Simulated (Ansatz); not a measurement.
# What a change does: single-point calculation on AlBr$_{2}$

System: AlBr$_{2}$, multiplicity 2.
Method of run 1: UKS PBE0-D4/def2-TZVPP (Ansatz 0.2.0).

The geometry comes from this level: PBE0-D4/def2-TZVP. Text and figures count atoms from 1; the logs count them from 0 in places.

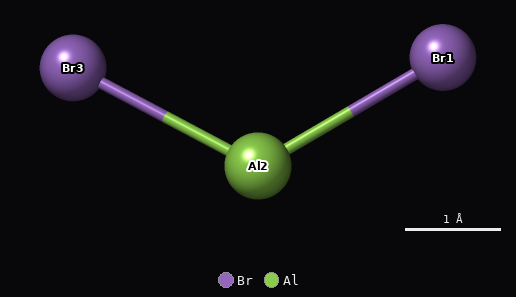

Fig. 1: The structure as given in the input (ball-and-stick view, seen at a tilt; atoms are numbered from 1 in the order of the input). Sticks mark near contacts. Bond lengths as drawn: Al–Br 2.27 Å.

### The input, run 1
```yaml
crystal:
  periodic: [false, false, false]
  atoms:
    - {symbol: Br, position_ang: [0.607022, 1.799798, 0.519438]}
    - {symbol: Al, position_ang: [0.569024, -0.451947, 0.265199]}
    - {symbol: Br, position_ang: [-1.186946, -1.412652, -0.797837]}
basis:
  gaussian: {orbitals: def2-TZVPP}
magnetization: {spin_polarized: true, initial_magnetization: 1}
hamiltonian: {xc: pbe0, dispersion: d4}
output: {orbitals: {seedname: orbitals}}
```

Hardware: 2 CPU threads, shared host.

### Output (run 1)
```
Functional definition: PBE0
  parameter a = 0.25
  parameter kappa = 0.804
  parameter beta = 0.06672455060314922
  exchange = (1 - a)*pbe_x(kappa = kappa, mu = beta*pi^2/3) + a*exact_x
  correlation = pbe_c(beta = beta)
914 factors; integrals over basis functions are off by at most 6.9e-4 eV
mean field evaluation 1: about -146672.4486 eV, gradient 9.4e0 eV
mean field evaluation 2: about -146672.5398 eV, gradient 1.0e1 eV
mean field evaluation 4: about -146673.1352 eV, gradient 3.9e-1 eV
mean field evaluation 8: about -146673.1932 eV, gradient 4.1e-2 eV
mean field evaluation 16: about -146673.1932 eV, gradient 6.7e-5 eV
mean field -146673.19318938 eV, -5390.1404310484 hartree, gradient 6.7e-5 eV, S^2 0.752544; 0 other end points of the search recorded, 0 dependent functions left out
reference -146673.19321370 eV, -5390.1404319423 hartree; 42, 41 occupied and 96, 97 virtual orbitals, 914 factors
Total energy: -146673.27901743 eV, -5390.1435851713 hartree
```

The input of run 2 differs as follows (lines with − go, lines with + come):
```diff
-  gaussian: {orbitals: def2-TZVPP}
+  gaussian: {orbitals: def2-SVP}
```

Predict how the results change.

The total energy of run 2 is 445.7 kcal/mol higher, which measures the change of basis and not a stability. The HOMO goes from −6.58 to −6.53 eV. The basis functions go from 138 to 82.

### Output (run 2)
```
Functional definition: PBE0
  parameter a = 0.25
  parameter kappa = 0.804
  parameter beta = 0.06672455060314922
  exchange = (1 - a)*pbe_x(kappa = kappa, mu = beta*pi^2/3) + a*exact_x
  correlation = pbe_c(beta = beta)
764 factors; integrals over basis functions are off by at most 8.1e-4 eV
mean field evaluation 1: about -146653.2256 eV, gradient 8.6e0 eV
mean field evaluation 2: about -146653.2242 eV, gradient 9.8e0 eV
mean field evaluation 4: about -146653.8451 eV, gradient 2.6e-1 eV
mean field evaluation 8: about -146653.8656 eV, gradient 2.5e-2 eV
mean field evaluation 16: about -146653.8656 eV, gradient 4.5e-5 eV
mean field -146653.86560315 eV, -5389.4301553555 hartree, gradient 3.7e-5 eV, S^2 0.752282; 0 other end points of the search recorded, 0 dependent functions left out
reference -146653.86562767 eV, -5389.4301562565 hartree; 42, 41 occupied and 40, 41 virtual orbitals, 764 factors
Total energy: -146653.95143140 eV, -5389.4333094855 hartree
```

### The two runs side by side

| quantity | run 1 | run 2 |
| --- | --- | --- |
| outcome | converged | converged |
| total energy (hartree) | −5390.143585 | −5389.433309 |
| HOMO (eV) | −6.58 | −6.53 |
| LUMO (eV) | −3.38 | −3.37 |
| ⟨S²⟩ | 0.753 | 0.752 |
| basis functions | 138 | 82 |
| wall time (shared host) | 5.5 s | 2.6 s |
